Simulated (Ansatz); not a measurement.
# Appearance energy of a fragment ion: C4H6O2 → C2H3O+ + C2H3O + e⁻

Species: C4H6O2 (vinyl acetate) `C=COC(C)=O`, singlet; C2H3O+ `CC#[O+]`, singlet; C2H3O (vinyloxy radical) `C=C[O]`, doublet. 

Shapes, held fixed at every level: PBE0-D4/def2-TZVP. Flexible molecules stand in one conformer, not always the lowest. Programs: Ansatz 0.2.0. Electronic energies: no zero-point or thermal term.

```json
{"level": "SPW92/def2-TZVPP", "kind": "LDA", "ΔE (eV)": "+11.13", "CPU time (sum over the molecules)": "10 s"}
{"level": "PBE-D4/def2-TZVPP", "kind": "GGA", "ΔE (eV)": "+10.33", "CPU time (sum over the molecules)": "19 s"}
{"level": "B3LYP-D4/def2-TZVPP", "kind": "global hybrid", "ΔE (eV)": "+10.35", "CPU time (sum over the molecules)": "35 s"}
{"level": "PBE0-D4/def2-TZVPP", "kind": "global hybrid", "ΔE (eV)": "+10.41", "CPU time (sum over the molecules)": "23 s"}
{"level": "r2SCAN0-D4/def2-TZVPP", "kind": "global hybrid", "ΔE (eV)": "+10.33", "CPU time (sum over the molecules)": "39 s"}
{"level": "wB97M-V/def2-TZVPP", "kind": "range-separated hybrid", "ΔE (eV)": "+10.34", "CPU time (sum over the molecules)": "73 s"}
{"level": "wB97X-V/def2-TZVPP", "kind": "range-separated hybrid", "ΔE (eV)": "+10.39", "CPU time (sum over the molecules)": "54 s"}
{"level": "B2PLYP/def2-TZVPP", "kind": "double hybrid", "ΔE (eV)": "+10.18", "CPU time (sum over the molecules)": "39 s"}
```

B2PLYP/def2-TZVPP gives ΔE = +10.18 eV; the levels span +10.18 to +11.13. The median of the levels is +10.34. No measured value is set beside it here. Spin contamination: C2H3O (⟨S²⟩ up to 0.92). Open shells run unrestricted unless RO is named. The onset seen in experiment also holds zero-point changes and kinetic shifts. Times are processor times on shared x86 and Arm servers, and rough.

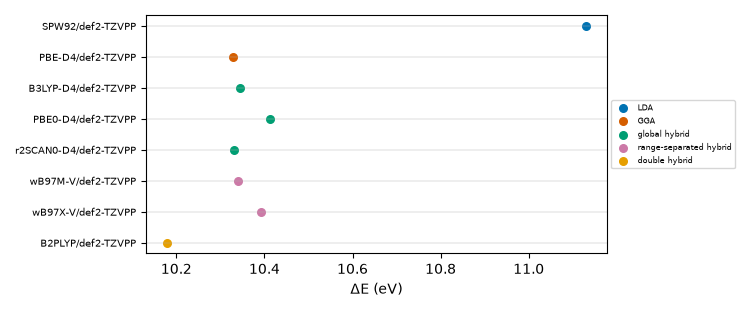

The values of the table, level by level.
